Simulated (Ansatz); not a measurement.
**BFGeH4 (SMILES F[BH][GeH3]): density, localisation and related maps**

```xyz
7

F    -1.5518   -1.4453    0.5132
B    -0.2988   -1.1934    0.1857
Ge    0.2664    0.7824   -0.1517
H     0.4357   -2.1409    0.1083
H     1.7355    0.8911   -0.5912
H     0.0873    1.6154    1.1312
H    -0.6131    1.4227   -1.2411
```

Level of theory: RKS PBE0-D4/def2-TZVP (Ansatz).

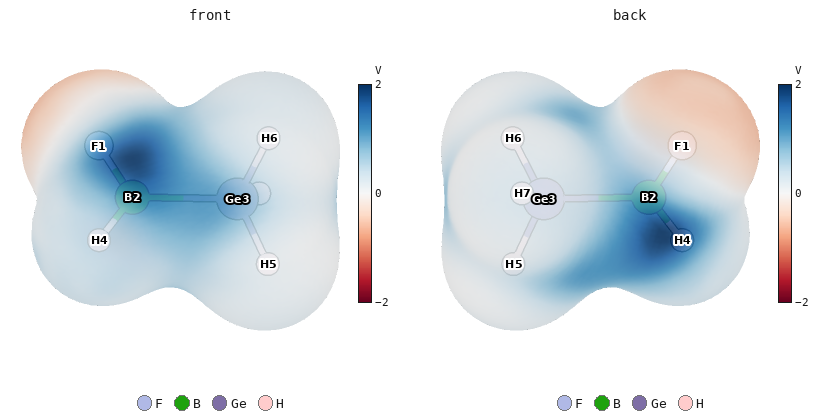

Figure 1. The electrostatic potential painted on the density surface at 0.002 e/bohr³, seen from the front and from behind; the colour scale runs from red (negative) to blue (positive).

Where is the surface potential most negative and most positive?

The most negative region (about −0.5 V, or −12 kcal/mol for a unit charge) lies over F1, the most positive (about +1.9 V, or +44 kcal/mol for a unit charge) over B2.

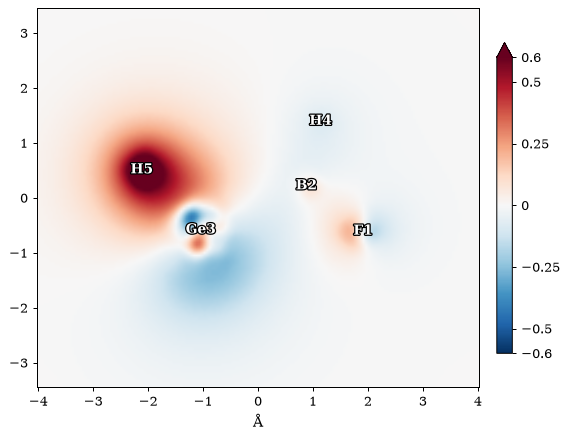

Figure 2. The HOMO−1 on the plane of atoms F1, B2 and H4 (values in Å⁻³ᐟ²; the overall sign is arbitrary).

Describe this orbital and give its energy.

It lies mainly on Ge3 (about 45 %), H5 (about 35 %), H7 (about 10 %) and H6 (about 5 %). Its energy is −9.57 eV.

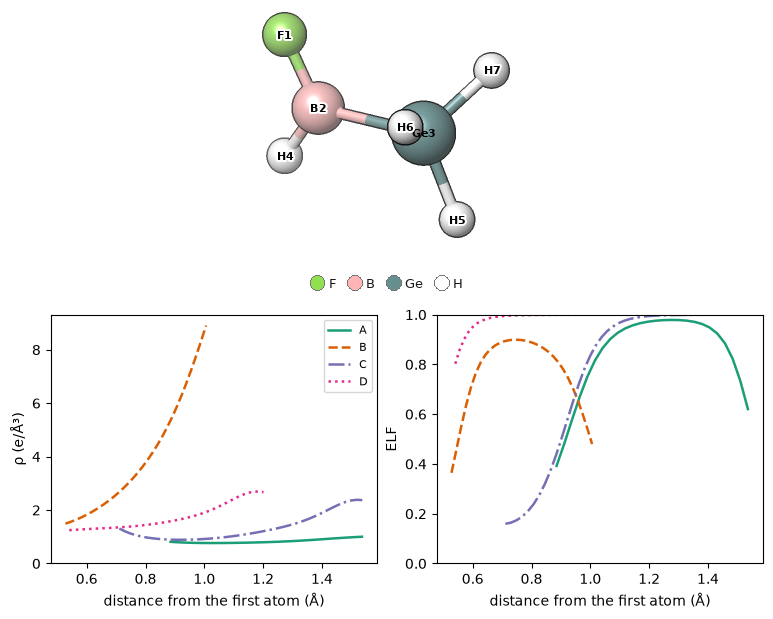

Figure 3. Electron density and ELF along straight lines between neighbouring atoms. The curves leave out the atomic cores. The structure is drawn too.

Which curve belongs to which contact (B–F, B–H, Ge–B and Ge–H)? The first atom named is at distance zero.

Curve A: Ge–B (2.08 Å): ρ is about 0.77 e/Å³ halfway; the ELF peaks at about 1 between the atoms; localised, covalent bonding. Curve B: B–F (1.32 Å): the density is about 2.2 e/Å³ at the midpoint; the ELF peaks at about 0.90 between the atoms, as expected for a polar covalent bond. Curve C: Ge–H (1.54 Å): ρ at the midpoint is about 1.1 e/Å³; the ELF climbs to about 1 towards the hydrogen. Curve D: B–H (1.20 Å): ρ at the midpoint is about 1.3 e/Å³; the ELF climbs to about 1 towards the hydrogen (a covalent bond by its length).
